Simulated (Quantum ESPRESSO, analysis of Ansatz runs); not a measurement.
# Be3N2 (P6_3/mmc), nudged elastic band: V_Be hop (2.8 Å) (q = −2) (Quantum ESPRESSO), part 3 of 3

Wanted: path and barrier of a jump of Be in Be3N2 (P6_3/mmc) at charge −2. The case: V_Be hop (2.8 Å), in a cell of 120 host atoms with 1 Be taken out.

Quantum ESPRESSO 7.5; Quantum ESPRESSO plane-wave DFT, PBEsol, GBRV 1.5 PBEsol potentials; nudged elastic band between two relaxed defect structures at fixed charge in a uniform background.

So far: The starting structure; Relaxation of the start point, charge −2; Relaxation of the end point, charge −2.

## 4. Nudged elastic band, charge −2

3 movable images are laid between the ends by interpolation. Each image feels the true force across the path and a spring force along it. The highest image is set to climb to the top of the path.

This step: Quantum ESPRESSO plane-wave DFT, PBEsol, GBRV 1.5 PBEsol potentials; nudged elastic band between two relaxed defect structures at fixed charge in a uniform background.

neb.in

```
BEGIN
BEGIN_PATH_INPUT
&PATH
  restart_mode = 'from_scratch'
  string_method = 'neb'
  nstep_path = 45
  ds = 1.5
  opt_scheme = 'broyden'
  num_of_images = 5
  k_max = 0.3
  k_min = 0.2
  CI_scheme = 'auto'
  path_thr = 0.05
/
END_PATH_INPUT
BEGIN_ENGINE_INPUT
&CONTROL
  prefix = 'pwscf'
  outdir = './tmp'
  pseudo_dir = './pseudo'
  disk_io = 'low'
/
&SYSTEM
  ibrav = 0
  nat = 119
  ntyp = 2
  ecutwfc = 40
  ecutrho = 324
  nbnd = 267
  occupations = 'fixed'
  tot_charge = -2
  nosym = .true.
/
&ELECTRONS
  conv_thr = 1d-07
  electron_maxstep = 100
  mixing_beta = 0.5
/
ATOMIC_SPECIES
Be     9.0122 be_pbesol_v1.4.uspp.F.UPF
N     14.0070 n_pbesol_v1.2.uspp.F.UPF
CELL_PARAMETERS angstrom
   8.5162218327    4.9168430144    0.0000000000
  -8.5162218327    4.9168430144    0.0000000000
   0.0000000000    0.0000000000    9.7125583330
BEGIN_POSITIONS
FIRST_IMAGE
ATOMIC_POSITIONS crystal
Be     0.0004146719    0.3347906182    0.0775991180
Be     0.1719810885    0.1720491877    0.0758563606
Be     0.3344665325    0.0001634570    0.0775836196
Be     0.0014686228    0.1676783705    0.5781546363
Be     0.1676678841    0.0016572007    0.5780961651
Be     0.3442857043    0.3445220349    0.5884821223
Be     0.0014668659    0.1679492382    0.9222875147
Be     0.1678471127    0.0013496875    0.9221903986
Be     0.3453494580    0.3452822854    0.9108603713
Be    -0.0008078872    0.3338942053    0.4224610078
Be     0.1715449491    0.1715524604    0.4242109858
Be     0.3341408707   -0.0005730979    0.4225491867
Be     0.0019927976    0.0020602727    0.2511225308
Be     0.1662605566    0.3339687912    0.2516361704
Be     0.3339133197    0.1662682824    0.2509629030
Be    -0.0002084007   -0.0001394491    0.7512484885
Be     0.1665240699    0.3314485274    0.7510980516
Be     0.3314237597    0.1666155465    0.7505485886
N      0.0016627697    0.0016520972   -0.0002964617
N      0.1658294206    0.3346931572    0.0007466161
N      0.3346606582    0.1658938045    0.0009698749
N      0.0016373733    0.0017033423    0.4996597988
N      0.1655612729    0.3345243996    0.4983217383
N      0.3343933953    0.1655382189    0.4985083261
N     -0.0008727353    0.3337970666    0.2500457962
N      0.1681756323    0.1682325275    0.2500445798
N      0.3338034099   -0.0008570356    0.2500726992
N     -0.0023374241    0.1653536766    0.7501891777
N      0.1653080113   -0.0022393796    0.7500953395
N      0.3238968861    0.3239606263    0.7497129262
Be    -0.0001427578    0.8344625179    0.0777942491
Be     0.1654463967    0.6655854567    0.0776179943
Be     0.3336324163    0.4997624318    0.0775816764
Be    -0.0017067090    0.6660499110    0.5778864494
Be     0.1676241047    0.4997458508    0.5786184177
Be     0.3336929339    0.8321042798    0.5781036634
Be    -0.0013340115    0.6666136732    0.9220179091
Be     0.1681517238    0.5003276393    0.9214816938
Be     0.3335482675    0.8322068941    0.9221471190
Be     0.0002917153    0.8344951580    0.4227188660
Be     0.1654320669    0.6656085209    0.4225893153
Be     0.3335032069    0.5003014398    0.4228213830
Be    -0.0021619306    0.4999335496    0.2506578610
Be     0.1665501254    0.8332503428    0.2495798443
Be     0.3322802007    0.6659525128    0.2499684874
Be     0.0001387350    0.4999740471    0.7504096690
Be     0.1666471638    0.8333814866    0.7493652322
Be     0.3351497739    0.6686010769    0.7501208475
N     -0.0015870691    0.5002026217    0.0000068144
N      0.1666560724    0.8334085333    0.0011780257
N      0.3311042962    0.6653831188    0.0013887436
N     -0.0019074679    0.4997190954    0.4999553660
N      0.1665809547    0.8332216543    0.4995307393
N      0.3309921100    0.6653305893    0.4989304165
N      0.0006668392    0.8346080313    0.2502583122
N      0.1652635175    0.6660614330    0.2501354566
N      0.3328835304    0.4999610470    0.2502004179
N      0.0023131691    0.6676593190    0.7499273626
N      0.1664420150    0.5000361611    0.7500648097
N      0.3323395046    0.8346946571    0.7501461658
Be     0.4993913108    0.3338388326    0.0775779540
Be     0.6654759856    0.1651629304    0.0775690792
Be     0.8348522006   -0.0000003167    0.0775280206
Be     0.4994582521    0.1674230101    0.5787238904
Be     0.6661213428   -0.0015608678    0.5782479132
Be     0.8323180371    0.3333267820    0.5782794082
Be     0.5003281874    0.1684736205    0.9215708502
Be     0.6663801391   -0.0014311714    0.9223007997
Be     0.8319717227    0.3338781236    0.9223886855
Be     0.5004878619    0.3333902975    0.4227606738
Be     0.6656553713    0.1657625145    0.4225530364
Be     0.8339475897    0.0002000216    0.4224811437
Be     0.4999650065   -0.0021100595    0.2498534925
Be     0.6658797849    0.3322794662    0.2467380290
Be     0.8332309323    0.1665851069    0.2485535371
Be     0.4999693105    0.0002395368    0.7503455871
Be     0.6685908607    0.3351788487    0.7477635146
Be     0.8333126409    0.1666677512    0.7500182059
N      0.4999821209   -0.0016849823    0.0001380004
N      0.6654636971    0.3312164603    0.0026524085
N      0.8333895203    0.1667236494    0.0013259411
N      0.4998283627   -0.0018055753    0.5001099215
N      0.6651997644    0.3309493893    0.5001641240
N      0.8331152188    0.1665425638    0.4996950442
N      0.4999074374    0.3329130388    0.2502177084
N      0.6660743872    0.1653244245    0.2500613731
N      0.8345560753    0.0007258432    0.2500015545
N      0.4999892027    0.1665155715    0.7501921287
N      0.6675956726    0.0023163232    0.7503417297
N      0.8346427165    0.3323434705    0.7503378744
Be     0.4997639601    0.8280128810    0.0757195908
Be     0.6663304285    0.6658911885    0.0776879242
Be     0.8289110952    0.5008503165    0.0761053827
Be     0.5001332195    0.6553892616    0.5889656444
Be     0.6546889508    0.5001584861    0.5889833498
Be     0.8322111920    0.8324018618    0.5786569421
Be     0.5000793357    0.6549523559    0.9113054964
Be     0.6555656786    0.4998249600    0.9114359860
Be     0.8319092890    0.8317254444    0.9215576853
Be     0.5000324852    0.8282704002    0.4242001181
Be     0.6662726005    0.6668115461    0.4227943773
Be     0.8274700573    0.4990933875    0.4244479286
Be     0.4999247652    0.4999602802    0.2517979245
Be     0.6675918334    0.8335991645    0.2489110772
Be     0.8335791731    0.6675825540    0.2518291249
Be     0.6649111756    0.8334941218    0.7502965373
Be     0.8334752926    0.6649437332    0.7500535531
N      0.5000241118    0.4999337900    0.0043124144
N      0.6688898646    0.8341178969    0.0016017047
N      0.8342972903    0.6688463139    0.0010295272
N      0.4999181243    0.5000439710    0.4953521047
N      0.6687079809    0.8342801358    0.4991490145
N      0.8340620857    0.6688368253    0.4986413837
N      0.4999611976    0.8316808410    0.2499585342
N      0.6669949242    0.6669921551    0.2502398176
N      0.8316491036    0.4999319302    0.2502789173
N      0.5000251203    0.6761480110    0.7501730788
N      0.6761640680    0.5000475400    0.7501505262
N      0.8335733017    0.8336305127    0.7501083316
INTERMEDIATE_IMAGE
ATOMIC_POSITIONS crystal
Be    -0.0009841597    0.3344157806    0.0770899083
Be     0.1704379226    0.1707678988    0.0763639550
[... 117 atom lines left out ...]
INTERMEDIATE_IMAGE
ATOMIC_POSITIONS crystal
Be    -0.0020460629    0.3341251961    0.0767194468
Be     0.1692455397    0.1697677918    0.0767754328
[... 117 atom lines left out ...]
INTERMEDIATE_IMAGE
ATOMIC_POSITIONS crystal
Be    -0.0030302489    0.3338286305    0.0763553791
Be     0.1681123284    0.1687924401    0.0771327484
[... 117 atom lines left out ...]
LAST_IMAGE
ATOMIC_POSITIONS crystal
Be    -0.0044350746    0.3334517465    0.0758830576
Be     0.1666388544    0.1675560588    0.0775745863
[... 3 atom lines left out ...]
Be     0.3347578431    0.3330357982    0.5785613944
[... 2 atom lines left out ...]
Be     0.3347499898    0.3330870788    0.9214254379
[... 8 atom lines left out ...]
Be     0.3333479173    0.1644998893    0.7503214834
[... 11 atom lines left out ...]
N      0.3332281712    0.3330376447    0.7500056869
[... 33 atom lines left out ...]
Be     0.5115700979    0.1777733204    0.5890330898
[... 2 atom lines left out ...]
Be     0.5114125778    0.1779166072    0.9115062684
[... 9 atom lines left out ...]
Be     0.5019215861    0.5016198597    0.7505329388
[... 10 atom lines left out ...]
N      0.4906092109    0.1568546818    0.7502771562
[... 6 atom lines left out ...]
Be     0.6665380961    0.4880375784    0.5889331086
[... 2 atom lines left out ...]
Be     0.6668650488    0.4883716612    0.9113647399
[... 8 atom lines left out ...]
Be     0.8316615827    0.6665270160    0.7502020929
[... 10 atom lines left out ...]
N      0.6667993295    0.5091608766    0.7500980108
N      0.8344890093    0.8354222045    0.7499948201
END_POSITIONS
K_POINTS gamma
END_ENGINE_INPUT
END
```

Launch:

```bash
$ OMP_NUM_THREADS=1 mpirun -n 4 neb.x -ni 2 -inp neb.in > neb.out
```

What it wrote:

```text
[shortened: banners, details of potentials and solvers, and blank lines are left out]
[banner, memory and clock lines left out]
     path-images division:  nimage    =       2
     initial path length           =  5.7806 bohr
     initial inter-image distance  =  1.4452 bohr
     string_method                 =    neb
     restart_mode                  =    from_scratch
     opt_scheme                    =    broyden
     num_of_images                 =    5
     nstep_path                    =    45
     CI_scheme                     =    auto
     first_last_opt                =    F
     use_freezing                  =    F
     ds                            =    1.5000 a.u.
     k_max                         =    0.3000 a.u.
     k_min                         =    0.2000 a.u.
     path_thr                      =    0.0500 eV / A
     ------------------------------ iteration   1 ------------------------------
     activation energy (->) =   3.876225 eV
     activation energy (<-) =   3.876812 eV
     image        energy (eV)        error (eV/A)        frozen
         1     -40375.2737159            0.017726            T
         2     -40372.7190416            4.967751            F
         3     -40371.3974904            7.286432            F
         4     -40372.7173418            4.962644            F
         5     -40375.2743026            0.018951            T
     climbing image =  3
     path length          =  5.781 bohr
[...]
------------------------------ iteration   3 ------------------------------
     activation energy (->) =   1.868825 eV
     activation energy (<-) =   1.869412 eV
     image        energy (eV)        error (eV/A)        frozen
         1     -40375.2737159            0.017726            T
         2     -40373.4065338            0.584786            F
         3     -40373.4410615            1.360348            F
         4     -40373.4048905            1.402385            F
         5     -40375.2743026            0.018951            T
     climbing image =  4
     path length          =  6.068 bohr
[...]
------------------------------ iteration   5 ------------------------------
     activation energy (->) =   1.947991 eV
     activation energy (<-) =   1.948577 eV
     image        energy (eV)        error (eV/A)        frozen
         1     -40375.2737159            0.017726            T
         2     -40373.4474273            1.563888            F
         3     -40373.7332512            0.731837            F
         4     -40373.3257252            1.849320            F
         5     -40375.2743026            0.018951            T
     climbing image =  4
     path length          =  6.362 bohr
[...]
------------------------------ iteration   7 ------------------------------
     activation energy (->) =   1.877179 eV
     activation energy (<-) =   1.877766 eV
     image        energy (eV)        error (eV/A)        frozen
         1     -40375.2737159            0.017726            T
         2     -40373.5163783            0.377558            F
         3     -40373.7540154            0.456708            F
         4     -40373.3965365            0.468991            F
         5     -40375.2743026            0.018951            T
     climbing image =  4
     path length          =  6.302 bohr
[...]
------------------------------ iteration   9 ------------------------------
     activation energy (->) =   1.864612 eV
     activation energy (<-) =   1.865198 eV
     image        energy (eV)        error (eV/A)        frozen
         1     -40375.2737159            0.017726            T
         2     -40373.5955446            0.056424            F
         3     -40373.7537476            0.339624            F
         4     -40373.4091042            0.104909            F
         5     -40375.2743026            0.018951            T
     climbing image =  4
     path length          =  6.396 bohr
[...]
------------------------------ iteration  11 ------------------------------
     activation energy (->) =   1.856630 eV
     activation energy (<-) =   1.857217 eV
     image        energy (eV)        error (eV/A)        frozen
         1     -40375.2737159            0.017726            T
         2     -40373.6135786            0.091925            F
         3     -40373.7505320            0.288465            F
         4     -40373.4170860            0.054636            F
         5     -40375.2743026            0.018951            T
     climbing image =  4
     path length          =  6.456 bohr
[...]
------------------------------ iteration  13 ------------------------------
     activation energy (->) =   1.854506 eV
     activation energy (<-) =   1.855092 eV
     image        energy (eV)        error (eV/A)        frozen
         1     -40375.2737159            0.017726            T
         2     -40373.6045345            0.096589            F
         3     -40373.7592221            0.117937            F
         4     -40373.4192101            0.056539            F
         5     -40375.2743026            0.018951            T
     climbing image =  4
     path length          =  6.472 bohr
[...]
------------------------------ iteration  15 ------------------------------
     activation energy (->) =   1.853394 eV
     activation energy (<-) =   1.853981 eV
     image        energy (eV)        error (eV/A)        frozen
         1     -40375.2737159            0.017726            T
         2     -40373.5846860            0.136571            F
         3     -40373.7701072            0.031792            F
         4     -40373.4203215            0.059397            F
         5     -40375.2743026            0.018951            T
     climbing image =  4
     path length          =  6.517 bohr
[...]
------------------------------ iteration  17 ------------------------------
     activation energy (->) =   1.853476 eV
     activation energy (<-) =   1.854063 eV
     image        energy (eV)        error (eV/A)        frozen
         1     -40375.2737159            0.017726            T
         2     -40373.5829111            0.104042            F
         3     -40373.7719116            0.030515            F
         4     -40373.4202395            0.043011            F
         5     -40375.2743026            0.018951            T
     climbing image =  4
     path length          =  6.519 bohr
[...]
------------------------------ iteration  18 ------------------------------
     activation energy (->) =   1.853617 eV
     activation energy (<-) =   1.854203 eV
     image        energy (eV)        error (eV/A)        frozen
         1     -40375.2737159            0.017726            T
         2     -40373.5762540            0.018755            F
         3     -40373.7772568            0.011325            F
         4     -40373.4200992            0.015003            F
         5     -40375.2743026            0.018951            T
     climbing image =  4
     path length          =  6.524 bohr
     inter-image distance =  1.631 bohr
     neb: convergence achieved in  18 iterations
```

Run time: 61 min. Hardware: 4 MPI ranks of Arm Neoverse V1, shared host; peak memory 3.7 GiB; 4 h of CPU time.

Images along the path:

| image | path (Å) | energy (eV) | Be77: x, y, z (Å) |
| --- | --- | --- | --- |
| 0 | 0.000 | 0.0000 | 2.839, 4.935, 7.263 |
| 1 | 0.879 | 1.6975 | 2.139, 4.572, 7.279 |
| 2 | 1.623 | 1.4965 | 1.506, 4.287, 7.283 |
| 3 | 2.365 | 1.8536 | 0.894, 4.473, 7.286 |
| 4 | 3.452 | -0.0006 | 0.003, 4.934, 7.290 |

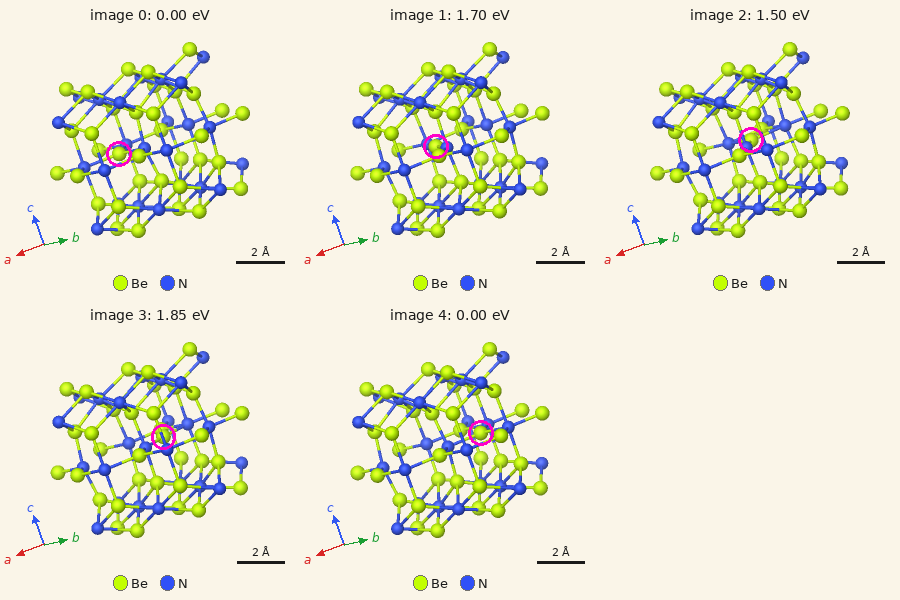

Images along the path; Be77 is ringed.

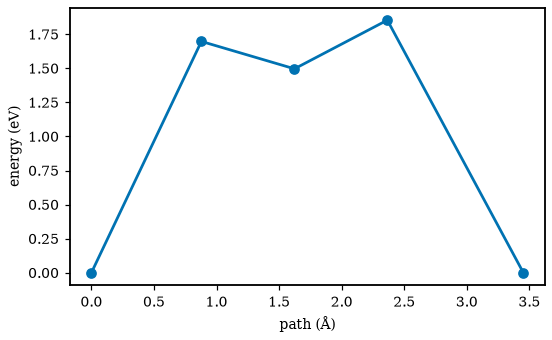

Energy along the path.

Numbers from this step:

* barrier forward: 1.854 eV
* barrier backward: 1.854 eV
* end less start: -5.87e-4 eV
* hop length: 2.837 Å

The band met its tolerance of 0.05 eV/Å after 18 iterations, with image 3 on top (the start counts as 0). Be77, which moves farthest between the ends, has 3 N at 1.59 to 1.66 Å nearest at the start and 2 N at 1.49 to 1.56 Å at the top. The path has 2 maxima, and only the highest was climbed; it lies 0.36 eV above the dip at image 2.

## 5. Results

| Item | Value |
| --- | --- |
| barrier forward | 1.85 eV (in doubt, see below) |
| barrier backward | 1.85 eV |
| end less start | 0.00 eV |
| hop length | 2.84 Å |
| band iterations, as the log counts them | 18 |

The top of the band lies 1.85 eV above the start and 1.85 eV above the end, which are alike in energy and neighbours. The path has 2 maxima, and only the highest was climbed; it lies 0.36 eV above the dip at image 2. With an assumed prefactor of 1e13 per second it gives one hop a second along this one path at about 720 K; whether such hops link up through the crystal wasn't checked. At the top Be77 stands 1.49 Å from its nearest N, 0.09 Å closer than at the start. The order of the top as a saddle was not checked for all atoms, so a bent path could be lower. No image-charge correction is applied; it largely cancels along a path if the charge stays localised alike. Keep in mind: sampling at the zone centre alone can move energies of charged and open-shell states by tenths of an eV or more in cells of this size.

[Logs are printed without paths, hosts, clocks, repeated set-up lines and the standing remarks that a program may print on its own settings, such as how far it seeks lower states.]

[Hosts, paths, dates, database ids (printed as entryN), source tags and the programs' standing remarks are cut or masked in the printed files.]
